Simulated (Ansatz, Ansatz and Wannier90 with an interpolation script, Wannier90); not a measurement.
## BiOBr (P4/nmm): what limits a Wannier interpolation of GW

Wanted: errors and cost of interpolated bands of BiOBr (P4/nmm) under coarser or faulty settings.

Program: Wannier90 4.0.3. Level of theory: maximally localised Wannier functions from the overlaps of LDA states (plane waves, PAW). Results are calculated unless marked as measured.

The database entry behind the starting cell differs from later determinations by our own check (0.1 to 0.3 % short, probably kX units), so it need not match the best structure at ambient conditions.

## Step 1: Set-up

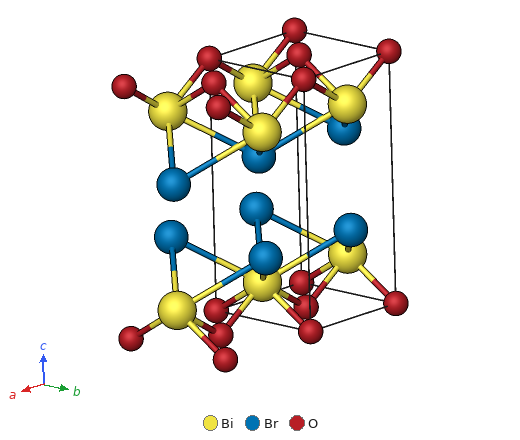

The cell as given, from a free direction (bismuth yellow, bromine blue, oxygen red). 2×1×1 cells are drawn. Some periodic images of atoms are drawn too.

Structure file:

```cif
data_structure
_symmetry_space_group_name_H-M 'P 1'
_symmetry_Int_Tables_number 1
_cell_length_a 3.9160
_cell_length_b 3.9160
_cell_length_c 8.0770
_cell_angle_alpha 90.000
_cell_angle_beta 90.000
_cell_angle_gamma 90.000
_cell_volume 123.86
loop_
_atom_site_label
_atom_site_type_symbol
_atom_site_fract_x
_atom_site_fract_y
_atom_site_fract_z
_atom_site_occupancy
Bi1 Bi 0.00000 0.50000 0.15400 1
Bi2 Bi 0.50000 0.00000 0.84600 1
Br3 Br 0.00000 0.50000 0.65300 1
Br4 Br 0.50000 0.00000 0.34700 1
O5 O 0.00000 0.00000 0.00000 1
O6 O 0.50000 0.50000 0.00000 1
```

The cell and positions come from the Crystallography Open Database and are kept as given unless a step says otherwise. Spin-orbit coupling is left out unless a step names it.

## Step 2: Wannier model on 8×8×4, by Wannier90

Localised functions give a small Hamiltonian that interpolates between mesh points at no cost.

The input, w.win:

```
num_iter = 1200
conv_tol = 1.0e-8
conv_window = 5
dis_num_iter = 4000
dis_conv_tol = 1.0e-8
dis_mix_ratio = 0.7
write_hr = true
use_ws_distance = false
num_print_cycles = 50
! ansatz wannier90 interface
! projections by site (counted from 0) and shell: 0 6P, 1 6P, 2 4P, 3 4P, 4 2P, 5 2P
! states of the run's bands (counted from 1): 1-36
num_bands = 36
num_wann  = 18
dis_win_min = 1.91
dis_win_max = 15.33
dis_froz_min = 1.91
dis_froz_max = 12.33
guiding_centres = true

begin unit_cell_cart
Ang
                    3.916                      0.0                      0.0
                      0.0                    3.916                      0.0
                      0.0                      0.0                    8.077
end unit_cell_cart

begin atoms_frac
Bi                       0.0                      0.5                    0.154
Bi                       0.5                      0.0                    0.846
Br                       0.0                      0.5                    0.653
Br                       0.5                      0.0                    0.347
O                        0.0                      0.0                      0.0
O                        0.5                      0.5                      0.0
end atoms_frac

mp_grid = 8 8 4

[... the mesh's points ...]
```

On the command line:

```bash
> OMP_NUM_THREADS=1 mpirun -n 8 wannier90.x w > wannier90.x.log
```

Numbers of over 12 decimals in the logs are rounded to 6 here.

The program printed:

```text
TEM
                                    ------

                              Lattice Vectors (Ang)
                    a_1     3.916000   0.000000   0.000000
                    a_2     0.000000   3.916000   0.000000
                    a_3     0.000000   0.000000   8.077000

                   Unit Cell Volume:     123.86125  (Ang^3)

                        Reciprocal-Space Vectors (Ang^-1)
                    b_1     1.604491   0.000000   0.000000
                    b_2     0.000000   1.604491   0.000000
                    b_3     0.000000   0.000000   0.777911

 *----------------------------------------------------------------------------*
 |   Site       Fractional Coordinate          Cartesian Coordinate (Ang)     |
 +----------------------------------------------------------------------------+
 | bi   1   0.00000   0.50000   0.15400   |    0.00000   1.95800   1.24386    |
 | bi   2   0.50000   0.00000   0.84600   |    1.95800   0.00000   6.83314    |
 | br   1   0.00000   0.50000   0.65300   |    0.00000   1.95800   5.27428    |
 | br   2   0.50000   0.00000   0.34700   |    1.95800   0.00000   2.80272    |
 | o    1   0.00000   0.00000   0.00000   |    0.00000   0.00000   0.00000    |
 | o    2   0.50000   0.50000   0.00000   |    1.95800   1.95800   0.00000    |
 *----------------------------------------------------------------------------*
                                ------------
                                K-POINT GRID
                                ------------

             Grid size =  8 x  8 x  4      Total points =  256

 *---------------------------------- MAIN ------------------------------------*
 |  Number of Wannier Functions               :                18             |
 |  Number of Objective Wannier Functions     :                18             |
 |  Number of input Bloch states              :                36             |
 |  Output verbosity (1=low, 5=high)          :                 1             |
 |  Timing Level (1=low, 5=high)              :                 1             |
 |  Optimisation (0=memory, 3=speed)          :                 3             |
 |  Length Unit                               :               Ang             |
 |  Post-processing setup (write *.nnkp)      :                 F             |
 |  Using Gamma-only branch of algorithms     :                 F             |
 *----------------------------------------------------------------------------*
 *------------------------------- WANNIERISE ---------------------------------*
 |  Total number of iterations                :              1200             |
 |  Number of CG steps before reset           :                 5             |
 |  Trial step length for line search         :             2.000             |
 |  Convergence tolerence                     :         0.100E-07             |
[...]
Final Omega_I    33.86662508 (Ang^2)

 +----------------------------------------------------------------------------+

 Writing checkpoint file w.chk... done

 *------------------------------- WANNIERISE ---------------------------------*
 +--------------------------------------------------------------------+<-- CONV
 | Iter  Delta Spread     RMS Gradient      Spread (Ang^2)      Time  |<-- CONV
 +--------------------------------------------------------------------+<-- CONV

 ------------------------------------------------------------------------------
 Initial State
  WF centre and spread    1  (  0.000000,  1.958000,  1.463377 )     2.87872266
  WF centre and spread    2  (  0.000000,  1.958000,  1.489327 )     2.99426293
  WF centre and spread    3  ( -0.000000,  1.958000,  1.489327 )     2.99426293
[...]
Sum of centres and spreads ( 17.622000, 17.622000, 48.462000 )    35.64965190

      0     0.356E+02     0.0000000000       35.6496519027       0.14  <-- CONV
        O_D=      0.1064143 O_OD=      1.6766125 O_TOT=     35.6496519 <-- SPRD
 ------------------------------------------------------------------------------
 Cycle:      1
[...]
Sum of centres and spreads ( 17.622000, 17.622000, 48.462000 )    35.48195454

      1    -0.168E+00     0.3041936527       35.4819545412       0.15  <-- CONV
        O_D=      0.1091300 O_OD=      1.5061995 O_TOT=     35.4819545 <-- SPRD
 Delta: O_D=  0.2715687E-02 O_OD= -0.1704130E+00 O_TOT= -0.1676974E+00 <-- DLTA
 ------------------------------------------------------------------------------

             <<<     Delta < 1.000E-08  over  5 iterations     >>>
             <<< Wannierisation convergence criteria satisfied >>>

 Final State
[...]
WF centre and spread   17  (  1.958000,  1.958000,  0.073741 )     1.29341481
  WF centre and spread   18  (  1.958000,  1.958000, -0.073741 )     1.29341481
  Sum of centres and spreads ( 17.622000, 17.622000, 48.462000 )    35.30495691

         Spreads (Ang^2)       Omega I      =    33.866625076
        ================       Omega D      =     0.105960706
                               Omega OD     =     1.332371125
    Final Spread (Ang^2)       Omega Total  =    35.304956907
 ------------------------------------------------------------------------------

 Writing checkpoint file w.chk... done

 *---------------------------------------------------------------------------*
 |                               PLOTTING                                    |
 *---------------------------------------------------------------------------*

 *===========================================================================*
 |                             TIMING INFORMATION                            |
 *===========================================================================*
 |    Tag                                                Ncalls      Time (s)|
 |---------------------------------------------------------------------------|
 |kmesh: get                                        :         1         0.059|
 |overlap: read                                     :         1         1.183|
 |dis: main                                         :         1         0.161|
 |wann: main                                        :         1         0.473|
 |plot: main                                        :         1         0.193|
 *---------------------------------------------------------------------------*
 All done: wannier90 exiting
```

It took 4.2 s on 8 MPI ranks of Arm Neoverse V2, shared host; 26 s of CPU time.

This step gave:

| Quantity | Value |
| --- | --- |
| gauge-invariant spread | 33.87 Å² |
| diagonal spread | 0.1060 Å² |
| off-diagonal spread | 1.332 Å² |
| total spread | 35.30 Å² |
| disentanglement steps | 20 |
| r.m.s. interpolation error | 5.08e-4 eV |
| r.m.s. error near the gap | 6.10e-4 eV |

Near the gap the model misses directly solved bands by 0.6 meV r.m.s. and by 8 meV at most in the window tested. This tests the starting bands, not the corrections carried with them.

## Step 3: Wannier model on 8×8×4, by the program's own minimiser

This step: maximally localised Wannier functions, LDA, plane waves, PAW.

The input, input.yaml:

```yaml
crystal:
  lattice:
    - [3.916, 0.0, 0.0]
    - [0.0, 3.916, 0.0]
    - [0.0, 0.0, 8.077]
  atoms:
    - { symbol: Bi, position: [0.0, 0.5, 0.154] }
    - { symbol: Bi, position: [0.5, 0.0, 0.846] }
    - { symbol: Br, position: [0.0, 0.5, 0.653] }
    - { symbol: Br, position: [0.5, 0.0, 0.347] }
    - { symbol: O, position: [0.0, 0.0, 0.0] }
    - { symbol: O, position: [0.5, 0.5, 0.0] }
kpoints:
  mp_grid: { grid: [4, 4, 2] }
hamiltonian:
  xc: lda
scf:
  occupations: { method: fixed }
  n_extra_bands: 65
output:
  wannier:
    kmesh: [8, 8, 4]
    projections:
      - { species: Bi, l: p, shell: 6 }
      - { species: Br, l: p, shell: 4 }
      - { species: O, l: p, shell: 2 }
    minimise: true
    write_hr: true
    seedname: w
    conv_tol: 1.0e-06
    max_iter: 20000
    stability_check: false
    disentanglement:
      window: [1.91, 15.33]
      frozen_window: [1.91, 12.33]
      conv_tol: 1.0e-08
```

On the command line:

```bash
> ansatz run input.yaml --threads 8 --pin off --max-ram 18432MiB --backend cpu --events-out ev --progress --plain --runs-dir out
```

The program printed:

```text
scf.n_extra_bands = 65 over 28 filled bands (N_el = 56.0): the run solves 93 bands
Engine: ansatz 0.2.0, aarch64-unknown-linux-gnu
Pseudopotentials: kind: paw
Pseudopotential: Bi, paw, valence charge 15, recommended cutoff 420 eV (normal), Bi.paw.azcp
Pseudopotential: Br, paw, valence charge 7, recommended cutoff 420 eV (normal), Br.paw.azcp
Pseudopotential: O, paw, valence charge 6, recommended cutoff 420 eV (normal), O.paw.azcp
Functional definition: SPW92
  exchange = slater_x
  correlation = pw_c
Crystal: 6 atoms, lattice volume = 123.861 Å³
Basis set: ecut = 420 eV, 2419 PW (Γ)
Bands: 93, of which v1, the nominal top of the filled ones, is band 28 counted from 1 (27 counted from 0)
Symmetry: 16 space group operations
Space group: P4/nmm (ITA 129), of the structure as read, at distance tolerance 5.0e-5 Å
k-points: 12 of 32
Non-local potential: Bi, projectors of the file, l = 0: 2, l = 1: 2, l = 2: 2, l = 3: 2
Non-local potential: Br, projectors of the file, l = 0: 2, l = 1: 2, l = 2: 2
Non-local potential: O, projectors of the file, l = 0: 2, l = 1: 2, l = 2: 1
PAW form: soft (Blöchl's): semilocal exchange-correlation on the pseudo side does not see the compensation charge
PAW frozen core: Bi, regenerated for the run's functional, and the local potential with it (the file was generated under x = pbe(κ = 0.804, μ = 0.219515), c = pbe(β = 0.066725))
PAW frozen core: Br, regenerated for the run's functional, and the local potential with it (the file was generated under x = pbe(κ = 0.804, μ = 0.219515), c = pbe(β = 0.066725))
[...]
SCF 1 converged in 7 iterations: F = -30671.888215 eV  dr2 = 4.91e-8
[...]
NSCF: frozen V_eff on 49 k-points
the Wannier pass solved 49 of the 256 points of its mesh, and has the states at the others by symmetry: states obtained by the crystal's operations at points that were solved too leave a residual of 6.55e-13 eV (read by the count's bands and the next), within 6.67e-6 eV
SCF converged after 7 iterations
Free energy (F): -30671.888215 eV
Harris-Foulkes:  -30671.888215 eV  (|F-HF|=1.33e-8)
Internal energy: -30671.888215 eV  (E = F + TS)
E sigma→0 (E₀):  -30671.888215 eV
Fermi energy:    7.174528 eV
--- Per-component energies (eV) ---
  E_band       = -239.491040
  E_kinetic    = 1219.291852
  E_local      = -5452.942048  (includes V_loc(G=0)·N_el)
  E_nonlocal   = 1379.504724
  E_hartree    = 1989.924197
  E_xc         = -970.778546
  E_vxc        = -688.185433  (∫ρ·V_xc dr)
  E_paw        = -25321.059447  (= ΣΔE_a)
  E_vpaw       = -677.017900  (= ΣTr[D̂ρ^β])
  E_aug_tail   = 0.003956  (compensation charges beyond the density's cutoff)
  E_ewald      = -3516.430001
  E_core_change = 0.597096  (= ΣΔE_core)
  E_smearing   = -0.000000  (= −TS)
  E_closure    = 0.000000  (closes the sum)
  Σ components = -30671.888215   (vs F -30671.888215, Δ=0.00e0)
--- Band table (eV; the first three rows and the last of 12) ---
  k-point 0: bands = [... 24 lower, 6.2363, 6.5048, 6.5048, 6.5707, 9.5219, 10.4336, 12.1099, 12.1099, ... 61 higher]
  k-point 1: bands = [... 24 lower, 6.2999, 6.8204, 6.8204, 7.1241, 9.3334, 9.6154, 11.9342, 11.9342, ... 61 higher]
  k-point 2: bands = [... 24 lower, 6.6604, 6.7123, 6.9511, 7.1346, 11.0739, 11.3342, 11.3982, 11.8780, ... 61 higher]
  k-point 11: bands = [... 24 lower, 6.1493, 6.1493, 6.2251, 6.2251, 11.2205, 11.2205, 12.4909, 12.4909, ... 61 higher]
Wannier search: line search 1 of at most 20000: gauge-dependent spread (as the search counts it) 1.6153247 Å², largest recent change 1.7e-1 Å² against conv_tol 1.0e-6 Å², 0 stops escaped
```

Run time: 11 s. Hardware: 8 threads; peak memory 1.4 GiB; 78 s of CPU time.

Numbers from this step:

| Item | Value |
| --- | --- |
| gauge-invariant spread | 33.87 Å² |
| diagonal spread | 0.1060 Å² |
| off-diagonal spread | 1.332 Å² |
| total spread | 35.30 Å² |
| least projectability | 0.4783 |
| localisation steps | 34 |
| disentanglement steps | 20 |
| r.m.s. interpolation error | 5.08e-4 eV |
| r.m.s. error near the gap | 6.10e-4 eV |

Near the gap the model misses directly solved bands by 0.6 meV r.m.s. and by 8 meV at most in the window tested. This tests the starting bands, not the corrections carried with them.

Frozen up to 5.03 eV; above it the model need not follow the bands. Electronic bands along the path, in eV, zero at the valence-band top; v1 is the highest filled band, c1 the lowest empty one:

```
    point     v4     v3     v2     v1    c1    c2    c3    c4
        Γ  -1.06  -0.79  -0.79  -0.72  2.23  3.14  4.82  4.82
        X  -0.55  -0.55  -0.16  -0.16  4.22  4.22  4.75  4.75
        M  -1.07  -1.07  -0.80  -0.80  3.23  3.23  4.97  4.97
        Γ  -1.06  -0.79  -0.79  -0.72  2.23  3.14  4.82  4.82
        Z  -0.99  -0.47  -0.47  -0.17  2.04  2.32  4.64  4.64
        R  -0.56  -0.56  -0.12  -0.12  4.04  4.04  4.80  4.80
        A  -1.15  -1.15  -1.07  -1.07  3.93  3.93  5.20  5.20
        Z  -0.99  -0.47  -0.47  -0.17  2.04  2.32  4.64  4.64
jump to X  -0.55  -0.55  -0.16  -0.16  4.22  4.22  4.75  4.75
        R  -0.56  -0.56  -0.12  -0.12  4.04  4.04  4.80  4.80
jump to M  -1.07  -1.07  -0.80  -0.80  3.23  3.23  4.97  4.97
        A  -1.15  -1.15  -1.07  -1.07  3.93  3.93  5.20  5.20
```

The same for Kohn-Sham, solved directly:

```
point     v4     v3     v2     v1    c1    c2    c3    c4
    Γ  -1.06  -0.79  -0.79  -0.72  2.23  3.14  4.82  4.82
    X  -0.55  -0.55  -0.16  -0.16  4.22  4.22  4.75  4.75
    M  -1.07  -1.07  -0.80  -0.80  3.23  3.23  4.97  4.97
    Γ  -1.06  -0.79  -0.79  -0.72  2.23  3.14  4.82  4.82
    Z  -0.99  -0.47  -0.47  -0.17  2.04  2.32  4.64  4.64
    R  -0.56  -0.56  -0.12  -0.12  4.04  4.04  4.80  4.80
    A  -1.15  -1.15  -1.07  -1.07  3.93  3.93  5.20  5.20
    Z  -0.99  -0.47  -0.47  -0.17  2.04  2.32  4.64  4.64
    X  -0.55  -0.55  -0.16  -0.16  4.22  4.22  4.75  4.75
    R  -0.56  -0.56  -0.12  -0.12  4.04  4.04  4.80  4.80
    M  -1.07  -1.07  -0.80  -0.80  3.23  3.23  4.97  4.97
    A  -1.15  -1.15  -1.07  -1.07  3.93  3.93  5.20  5.20
```

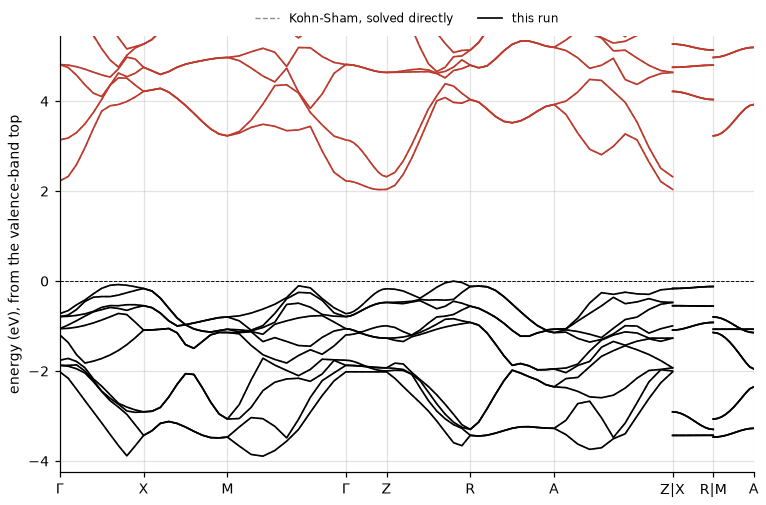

Electronic bands along the path; lines of filled and empty bands in two colours; dashed: Kohn-Sham, solved directly.

(Part 1 of 2 ends here.)

[Paths, hosts, dates, memory and timing lines, banners, echoed tables and standing remarks are left out of the program output.]

[Logs are printed without paths, hosts, clocks, repeated set-up lines and the standing remarks that a program may print on its own settings, such as how far it seeks lower states.]

[Runs of the session that timed out or met a known fault of the program may be left out.]

[Hosts, paths, dates, database ids (printed as entryN), source tags and the programs' standing remarks are cut or masked in the printed files.]
